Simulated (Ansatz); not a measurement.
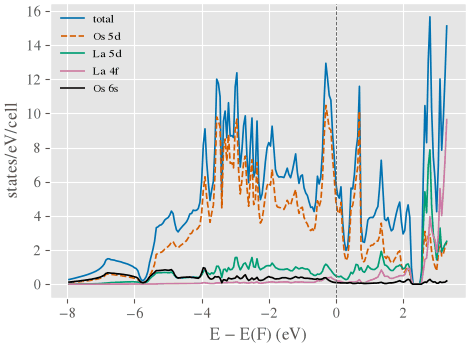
Figure. Total and projected density of states of LaOs$_{2}$ (cubic Laves (MgCu2 type), Fd-3m), r²SCAN (plane waves, PAW; program Ansatz)

### Question
Which orbitals carry the states next to the Fermi level?

### Answer
Within 0.5 eV of the Fermi level: Os 5d 81 %, La 5d 9 %. Projections are on Löwdin-orthogonalised atomic valence shells; empty p or d shells of many metals are not among them.

### Question
Where is the tallest occupied peak in this window, and what makes it?

### Answer
Near -0.3 eV, about 13 states/eV per cell; the largest projected share is Os 5d.

The workflow started from an entry of the Crystallography Open Database (COD). Whether it is the stable phase at ambient conditions was not checked. The r²SCAN relaxation kept the symmetry of its start; whether a distortion lowers the energy is not shown. The run is not spin-polarised. Scalar-relativistic: spin–orbit coupling is off unless named, which matters more the heavier the elements.

Potentials: the later of the program's two PAW sets.
